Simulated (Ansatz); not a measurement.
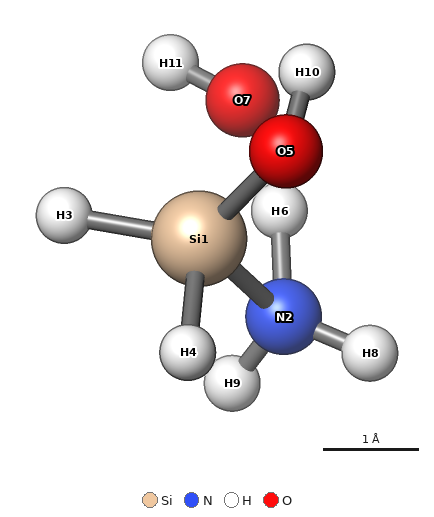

**Figure 1.** The structure as given in the input (ball-and-stick view, seen at an oblique angle; atoms are numbered from 1 in the order of the input).

## Molecular dynamics of SiNH7O2 (part 1 of 3)

- system: SiNH7O2
- method: RKS PBE0-D4/def2-SVP (Ansatz 0.2.0)

Figures and captions count atoms from 1; the log counts them from 0 in places.

### Output
```
Functional definition: PBE0
  name "PBE0"
  cite "Adamo & Barone, J. Chem. Phys. 110, 6158 (1999) doi:10.1063/1.478522"
  cite "Perdew, Burke & Ernzerhof, Phys. Rev. Lett. 77, 3865 (1996) doi:10.1103/PhysRevLett.77.3865"
  parent pbe
  parameter a = 0.25
  parameter kappa = 0.804
  parameter beta = 0.06672455060314922
  exchange = (1 - a)*pbe_x(kappa = kappa, mu = beta*pi^2/3) + a*exact_x
  correlation = pbe_c(beta = beta)
993 factors; integrals over basis functions are off by at most 6.3e-4 eV
mean field evaluation 1: about -13551.6187 eV, gradient 7.1e1 eV
mean field evaluation 2: about -13542.6980 eV, gradient 9.8e1 eV
mean field evaluation 4: about -13560.4336 eV, gradient 4.2e0 eV
mean field evaluation 8: about -13560.4777 eV, gradient 2.7e-1 eV
mean field evaluation 16: about -13560.4778 eV, gradient 5.6e-6 eV
mean field -13560.47779173 eV, -498.3383672241 hartree, gradient 5.6e-6 eV, S^2 0.000000; 0 other end points of the search recorded, 0 dependent functions left out
the calculation of the forces begins
reference -13560.47781712 eV, -498.3383681573 hartree; 22, 22 occupied and 73, 73 virtual orbitals, 993 factors
md step     0: t =     0.00 fs  T =   700.0 K  F+E_penalty+E_count = -13560.63558554 eV  E_kin = 0.814338 eV  conserved = -13559.82124755 eV  (26 SCF iters)
these checks for a lower state are left out or cut short: starts, cluster_reference, orbital_swaps, neighbouring_geometries, increment
993 factors; integrals over basis functions are off by at most 6.4e-4 eV
mean field -13560.45121161 eV, -498.3373904227 hartree, gradient 6.7e-5 eV, S^2 0.000000; 0 other end points of the search recorded, 0 dependent functions left out
the calculation of the forces begins
reference -13560.45123693 eV, -498.3373913532 hartree; 22, 22 occupied and 73, 73 virtual orbitals, 993 factors
md step     1: t =     0.50 fs  T =   677.5 K  F+E_penalty+E_count = -13560.60912163 eV  E_kin = 0.788172 eV  conserved = -13559.82094929 eV  (26 SCF iters, 3 dispersion substeps)
[... from here on the SCF iterations and repeated set-up lines of each step are left out, up to the last step ...]
md step     2: t =     1.00 fs  T =   631.0 K  F+E_penalty+E_count = -13560.55406510 eV  E_kin = 0.734062 eV  conserved = -13559.82000501 eV  (25 SCF iters, 3 dispersion substeps)
md step     3: t =     1.50 fs  T =   573.0 K  F+E_penalty+E_count = -13560.48545745 eV  E_kin = 0.666573 eV  conserved = -13559.81889065 eV  (26 SCF iters, 3 dispersion substeps)
md step     4: t =     2.00 fs  T =   518.0 K  F+E_penalty+E_count = -13560.42077245 eV  E_kin = 0.602610 eV  conserved = -13559.81817868 eV  (25 SCF iters, 3 dispersion substeps)
md step     5: t =     2.50 fs  T =   475.6 K  F+E_penalty+E_count = -13560.37133273 eV  E_kin = 0.553235 eV  conserved = -13559.81813105 eV  (25 SCF iters, 3 dispersion substeps)
md step     6: t =     3.00 fs  T =   446.9 K  F+E_penalty+E_count = -13560.33833372 eV  E_kin = 0.519850 eV  conserved = -13559.81854088 eV  (26 SCF iters, 3 dispersion substeps)
md step     7: t =     3.50 fs  T =   427.1 K  F+E_penalty+E_count = -13560.31572988 eV  E_kin = 0.496827 eV  conserved = -13559.81899244 eV  (26 SCF iters, 3 dispersion substeps)
md step     8: t =     4.00 fs  T =   410.3 K  F+E_penalty+E_count = -13560.29637879 eV  E_kin = 0.477294 eV  conserved = -13559.81921430 eV  (26 SCF iters, 3 dispersion substeps)
md step     9: t =     4.50 fs  T =   393.1 K  F+E_penalty+E_count = -13560.27636103 eV  E_kin = 0.457360 eV  conserved = -13559.81917883 eV  (26 SCF iters, 3 dispersion substeps)
md step    10: t =     5.00 fs  T =   375.7 K  F+E_penalty+E_count = -13560.25576522 eV  E_kin = 0.437019 eV  conserved = -13559.81897944 eV  (26 SCF iters, 3 dispersion substeps)
md step    11: t =     5.50 fs  T =   360.2 K  F+E_penalty+E_count = -13560.23749142 eV  E_kin = 0.419090 eV  conserved = -13559.81869791 eV  (26 SCF iters, 3 dispersion substeps)
md step    12: t =     6.00 fs  T =   350.7 K  F+E_penalty+E_count = -13560.22597647 eV  E_kin = 0.407962 eV  conserved = -13559.81838269 eV  (25 SCF iters, 3 dispersion substeps)
md step    13: t =     6.50 fs  T =   351.2 K  F+E_penalty+E_count = -13560.22623969 eV  E_kin = 0.408571 eV  conserved = -13559.81811724 eV  (26 SCF iters, 3 dispersion substeps)
md step    14: t =     7.00 fs  T =   365.2 K  F+E_penalty+E_count = -13560.24237621 eV  E_kin = 0.424846 eV  conserved = -13559.81807146 eV  (26 SCF iters, 3 dispersion substeps)
md step    15: t =     7.50 fs  T =   393.0 K  F+E_penalty+E_count = -13560.27491228 eV  E_kin = 0.457140 eV  conserved = -13559.81842257 eV  (26 SCF iters, 3 dispersion substeps)
md step    16: t =     8.00 fs  T =   429.7 K  F+E_penalty+E_count = -13560.31823240 eV  E_kin = 0.499829 eV  conserved = -13559.81918139 eV  (26 SCF iters, 3 dispersion substeps)
md step    17: t =     8.50 fs  T =   465.5 K  F+E_penalty+E_count = -13560.36063167 eV  E_kin = 0.541477 eV  conserved = -13559.82008305 eV  (25 SCF iters, 3 dispersion substeps)
md step    18: t =     9.00 fs  T =   489.0 K  F+E_penalty+E_count = -13560.38845641 eV  E_kin = 0.568863 eV  conserved = -13559.82069036 eV  (25 SCF iters, 3 dispersion substeps)
md step    19: t =     9.50 fs  T =   492.9 K  F+E_penalty+E_count = -13560.39273932 eV  E_kin = 0.573372 eV  conserved = -13559.82064752 eV  (25 SCF iters, 3 dispersion substeps)
md step    20: t =    10.00 fs  T =   478.0 K  F+E_penalty+E_count = -13560.37452257 eV  E_kin = 0.556076 eV  conserved = -13559.81991569 eV  (27 SCF iters, 3 dispersion substeps)
md step    21: t =    10.50 fs  T =   453.9 K  F+E_penalty+E_count = -13560.34527222 eV  E_kin = 0.528070 eV  conserved = -13559.81886188 eV  (26 SCF iters, 3 dispersion substeps)
md step    22: t =    11.00 fs  T =   434.1 K  F+E_penalty+E_count = -13560.32119820 eV  E_kin = 0.504973 eV  conserved = -13559.81807500 eV  (26 SCF iters, 3 dispersion substeps)
md step    23: t =    11.50 fs  T =   428.5 K  F+E_penalty+E_count = -13560.31442016 eV  E_kin = 0.498518 eV  conserved = -13559.81794632 eV  (25 SCF iters, 3 dispersion substeps)
md step    24: t =    12.00 fs  T =   439.2 K  F+E_penalty+E_count = -13560.32712144 eV  E_kin = 0.510991 eV  conserved = -13559.81838111 eV  (26 SCF iters, 3 dispersion substeps)
md step    25: t =    12.50 fs  T =   461.0 K  F+E_penalty+E_count = -13560.35277632 eV  E_kin = 0.536284 eV  conserved = -13559.81896568 eV  (26 SCF iters, 3 dispersion substeps)
md step    26: t =    13.00 fs  T =   486.1 K  F+E_penalty+E_count = -13560.38217981 eV  E_kin = 0.565534 eV  conserved = -13559.81936399 eV  (26 SCF iters, 3 dispersion substeps)
md step    27: t =    13.50 fs  T =   509.0 K  F+E_penalty+E_count = -13560.40864613 eV  E_kin = 0.592123 eV  conserved = -13559.81950684 eV  (25 SCF iters, 3 dispersion substeps)
md step    28: t =    14.00 fs  T =   527.1 K  F+E_penalty+E_count = -13560.42942074 eV  E_kin = 0.613193 eV  conserved = -13559.81949611 eV  (25 SCF iters, 3 dispersion substeps)
md step    29: t =    14.50 fs  T =   540.3 K  F+E_penalty+E_count = -13560.44445964 eV  E_kin = 0.628603 eV  conserved = -13559.81942750 eV  (25 SCF iters, 3 dispersion substeps)
md step    30: t =    15.00 fs  T =   549.8 K  F+E_penalty+E_count = -13560.45505522 eV  E_kin = 0.639630 eV  conserved = -13559.81931117 eV  (24 SCF iters, 3 dispersion substeps)
md step    31: t =    15.50 fs  T =   557.6 K  F+E_penalty+E_count = -13560.46355934 eV  E_kin = 0.648668 eV  conserved = -13559.81910464 eV  (25 SCF iters, 3 dispersion substeps)
md step    32: t =    16.00 fs  T =   566.9 K  F+E_penalty+E_count = -13560.47379909 eV  E_kin = 0.659553 eV  conserved = -13559.81879967 eV  (24 SCF iters, 3 dispersion substeps)
md step    33: t =    16.50 fs  T =   582.3 K  F+E_penalty+E_count = -13560.49094541 eV  E_kin = 0.677359 eV  conserved = -13559.81849333 eV  (24 SCF iters, 3 dispersion substeps)
md step    34: t =    17.00 fs  T =   607.5 K  F+E_penalty+E_count = -13560.51986214 eV  E_kin = 0.706760 eV  conserved = -13559.81838141 eV  (25 SCF iters, 3 dispersion substeps)
md step    35: t =    17.50 fs  T =   644.0 K  F+E_penalty+E_count = -13560.56211165 eV  E_kin = 0.749135 eV  conserved = -13559.81865300 eV  (25 SCF iters, 3 dispersion substeps)
md step    36: t =    18.00 fs  T =   687.7 K  F+E_penalty+E_count = -13560.61325109 eV  E_kin = 0.800033 eV  conserved = -13559.81931913 eV  (25 SCF iters, 3 dispersion substeps)
md step    37: t =    18.50 fs  T =   730.1 K  F+E_penalty+E_count = -13560.66292807 eV  E_kin = 0.849385 eV  conserved = -13559.82009866 eV  (25 SCF iters, 3 dispersion substeps)
md step    38: t =    19.00 fs  T =   761.4 K  F+E_penalty+E_count = -13560.69925536 eV  E_kin = 0.885753 eV  conserved = -13559.82053373 eV  (24 SCF iters, 3 dispersion substeps)
md step    39: t =    19.50 fs  T =   776.0 K  F+E_penalty+E_count = -13560.71560214 eV  E_kin = 0.902794 eV  conserved = -13559.82032760 eV  (25 SCF iters, 3 dispersion substeps)
md step    40: t =    20.00 fs  T =   776.4 K  F+E_penalty+E_count = -13560.71487170 eV  E_kin = 0.903251 eV  conserved = -13559.81962867 eV  (25 SCF iters, 3 dispersion substeps)
md step    41: t =    20.50 fs  T =   770.9 K  F+E_penalty+E_count = -13560.70730529 eV  E_kin = 0.896857 eV  conserved = -13559.81893828 eV  (25 SCF iters, 3 dispersion substeps)
md step    42: t =    21.00 fs  T =   768.1 K  F+E_penalty+E_count = -13560.70321734 eV  E_kin = 0.893505 eV  conserved = -13559.81867712 eV  (26 SCF iters, 3 dispersion substeps)
md step    43: t =    21.50 fs  T =   771.4 K  F+E_penalty+E_count = -13560.70680613 eV  E_kin = 0.897389 eV  conserved = -13559.81885424 eV  (25 SCF iters, 3 dispersion substeps)
md step    44: t =    22.00 fs  T =   779.2 K  F+E_penalty+E_count = -13560.71574342 eV  E_kin = 0.906473 eV  conserved = -13559.81917798 eV  (25 SCF iters, 3 dispersion substeps)
md step    45: t =    22.50 fs  T =   787.5 K  F+E_penalty+E_count = -13560.72518244 eV  E_kin = 0.916165 eV  conserved = -13559.81939592 eV  (25 SCF iters, 3 dispersion substeps)
md step    46: t =    23.00 fs  T =   793.3 K  F+E_penalty+E_count = -13560.73150056 eV  E_kin = 0.922889 eV  conserved = -13559.81946063 eV  (25 SCF iters, 3 dispersion substeps)
md step    47: t =    23.50 fs  T =   795.2 K  F+E_penalty+E_count = -13560.73325497 eV  E_kin = 0.925121 eV  conserved = -13559.81944985 eV  (25 SCF iters, 3 dispersion substeps)
md step    48: t =    24.00 fs  T =   793.1 K  F+E_penalty+E_count = -13560.73027068 eV  E_kin = 0.922625 eV  conserved = -13559.81942251 eV  (25 SCF iters, 3 dispersion substeps)
md step    49: t =    24.50 fs  T =   787.1 K  F+E_penalty+E_count = -13560.72284890 eV  E_kin = 0.915720 eV  conserved = -13559.81935957 eV  (25 SCF iters, 3 dispersion substeps)
md step    50: t =    25.00 fs  T =   778.4 K  F+E_penalty+E_count = -13560.71204397 eV  E_kin = 0.905525 eV  conserved = -13559.81919296 eV  (25 SCF iters, 3 dispersion substeps)
md step    51: t =    25.50 fs  T =   769.2 K  F+E_penalty+E_count = -13560.70058591 eV  E_kin = 0.894802 eV  conserved = -13559.81889211 eV  (24 SCF iters, 3 dispersion substeps)
md step    52: t =    26.00 fs  T =   763.5 K  F+E_penalty+E_count = -13560.69318992 eV  E_kin = 0.888175 eV  conserved = -13559.81854984 eV  (25 SCF iters, 3 dispersion substeps)
md step    53: t =    26.50 fs  T =   765.5 K  F+E_penalty+E_count = -13560.69502782 eV  E_kin = 0.890585 eV  conserved = -13559.81839918 eV  (25 SCF iters, 3 dispersion substeps)
md step    54: t =    27.00 fs  T =   777.0 K  F+E_penalty+E_count = -13560.70822386 eV  E_kin = 0.903912 eV  conserved = -13559.81869041 eV  (24 SCF iters, 3 dispersion substeps)
md step    55: t =    27.50 fs  T =   794.0 K  F+E_penalty+E_count = -13560.72837141 eV  E_kin = 0.923749 eV  conserved = -13559.81942502 eV  (26 SCF iters, 3 dispersion substeps)
md step    56: t =    28.00 fs  T =   808.0 K  F+E_penalty+E_count = -13560.74489770 eV  E_kin = 0.939950 eV  conserved = -13559.82017795 eV  (26 SCF iters, 3 dispersion substeps)
md step    57: t =    28.50 fs  T =   810.4 K  F+E_penalty+E_count = -13560.74748120 eV  E_kin = 0.942799 eV  conserved = -13559.82033847 eV  (25 SCF iters, 3 dispersion substeps)
md step    58: t =    29.00 fs  T =   800.4 K  F+E_penalty+E_count = -13560.73474285 eV  E_kin = 0.931110 eV  conserved = -13559.81970594 eV  (24 SCF iters, 3 dispersion substeps)
md step    59: t =    29.50 fs  T =   786.0 K  F+E_penalty+E_count = -13560.71671940 eV  E_kin = 0.914371 eV  conserved = -13559.81882543 eV  (24 SCF iters, 3 dispersion substeps)
these checks for a lower state are left out or cut short: starts, cluster_reference, orbital_swaps, neighbouring_geometries, increment
993 factors; integrals over basis functions are off by at most 5.9e-4 eV
mean field -13560.55352163 eV, -498.3411502465 hartree, gradient 6.1e-5 eV, S^2 0.000000; 0 other end points of the search recorded, 0 dependent functions left out
the calculation of the forces begins
reference -13560.55354816 eV, -498.3411512217 hartree; 22, 22 occupied and 73, 73 virtual orbitals, 993 factors
993 factors; integrals over basis functions are off by at most 5.9e-4 eV
mean field evaluation 352: about -13560.5535 eV, gradient 6.1e-5 eV
mean field -13560.55352163 eV, -498.3411502465 hartree, gradient 6.1e-5 eV, S^2 0.000000; 1 other end points of the search recorded, 0 dependent functions left out
the calculation of the forces begins
reference -13560.55354816 eV, -498.3411512217 hartree; 22, 22 occupied and 73, 73 virtual orbitals, 993 factors
md step    60: t =    30.00 fs  T =   778.0 K  F+E_penalty+E_count = -13560.70675003 eV  E_kin = 0.905109 eV  conserved = -13559.81851228 eV  (25 SCF iters, 3 dispersion substeps)
```

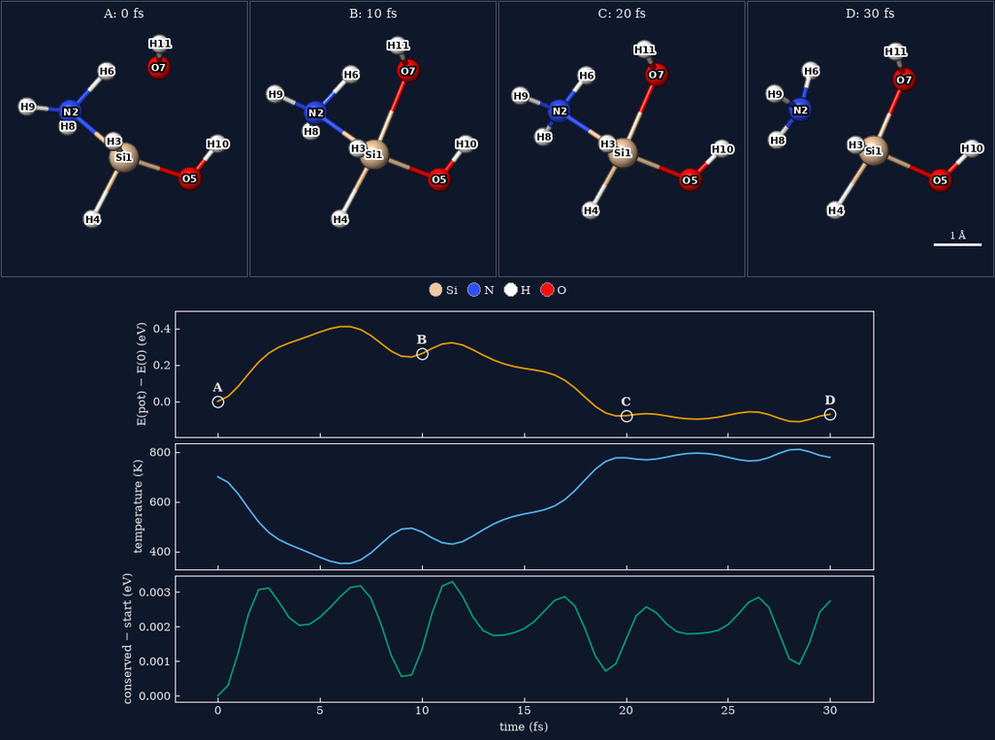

**Figure 2.** Frames of the molecular dynamics (ball-and-stick, seen at a tilt) above the curves, on which the letters mark them. The trajectory kept here has 61 frames over 30 fs. The temperature starts at 700 K, ranges from 351 to 810 K and averages 739 K over the second half. The potential energy ends 0.071 eV below its first value. The conserved quantity stays within 0.0033 eV. After an unweighted best fit of the last frame on the first, the root-mean-square displacement is 0.49 Å, and H6 has moved furthest (1.10 Å).

```
Total energy: -13560.70677656 eV, -498.3467822616 hartree
Atom 0 at    -0.423771     0.551335    -0.171582 Å, force    -0.648743     0.933748     1.925958 eV/Å
Atom 1 at    -0.371963    -1.521875     0.450405 Å, force     2.581610     0.163862    -3.072858 eV/Å
Atom 2 at    -0.801138     0.573786    -1.601785 Å, force    -0.261702     0.065657    -0.628858 eV/Å
Atom 3 at    -1.859049     0.419263     0.435957 Å, force     0.616240    -0.002553    -0.258147 eV/Å
Atom 4 at    -0.016178     1.869001     0.839820 Å, force    -0.696542    -0.141993    -0.188529 eV/Å
Atom 5 at     0.536209    -1.924647     0.755169 Å, force    -0.734672     0.524523    -0.113620 eV/Å
Atom 6 at     1.215673     0.284397    -0.419533 Å, force     1.656019    -0.755447    -0.983548 eV/Å
Atom 7 at    -1.098846    -1.747446     1.040107 Å, force    -2.201752    -0.865656     1.857501 eV/Å
Atom 8 at    -0.556735    -1.918524    -0.502775 Å, force     0.037012     0.129042     1.163953 eV/Å
Atom 9 at     0.920357     2.079748     0.724477 Å, force    -0.205166    -0.154463    -0.098202 eV/Å
Atom 10 at     1.465344     0.036994    -1.322384 Å, force    -0.142304     0.103281     0.396350 eV/Å
Dipole moment:     0.231123    -1.136961    -0.201548 e Å
```

### Trajectory as extended XYZ (Å, eV, eV/Å), 40 of the 61 frames kept, from step=0 to step=60
```
11
Properties=species:S:1:pos:R:3:forces:R:3 step=0 time_fs=0.0 energy=-13560.63559 temperature=700.0
Si   -0.5972    0.5409   -0.1482   -0.0851  -0.1331  -0.3922
N    -0.2916   -1.2215    0.3933    0.1230  -0.0461  -0.0437
H    -0.6585    0.6030   -1.6342   -0.0508  -0.0047  -0.1615
H    -2.0493    0.6324    0.2248   -0.1544  -0.0171   0.0200
O    -0.0555    1.7231    0.8556    0.0599   0.4517   0.4446
H     0.8182   -0.9587    0.0209    0.2050   0.1535  -0.0514
O     1.4320    0.1013   -0.4127   -0.1302  -0.0425   0.3103
H    -0.4359   -1.3929    1.3811   -0.0552  -0.0687   0.2963
H    -0.7935   -1.9205   -0.1404   -0.1668  -0.2214  -0.1327
H     0.9016    1.8003    0.7840    0.1888  -0.0723  -0.0745
H     1.7296    0.0926   -1.3241    0.0658   0.0007  -0.2152
11
Properties=species:S:1:pos:R:3:forces:R:3 step=2 time_fs=1.0 energy=-13560.55407 temperature=631.0
Si   -0.5895    0.5393   -0.1439    0.0154  -0.0971  -1.0682
N    -0.2962   -1.2199    0.3930   -0.1881  -0.8544  -2.2333
H    -0.6921    0.6029   -1.6451    0.0630  -0.0279   0.1013
H    -2.0191    0.6274    0.2267   -0.5616  -0.0066   0.1624
O    -0.0577    1.7243    0.8531    0.0088   0.5214   0.5390
H     0.7826   -0.9768   -0.0003    0.3986   0.1763   0.4157
O     1.4278    0.1065   -0.4104   -0.2779  -0.0739   0.3253
H    -0.4556   -1.3775    1.3510   -0.1853  -0.4001   1.7270
H    -0.7582   -1.9609   -0.1687    0.1593   0.6461   0.5158
H     0.8937    1.8029    0.7580    0.4252  -0.0011  -0.0330
H     1.7117    0.0601   -1.3211    0.1427   0.1173  -0.4520
```
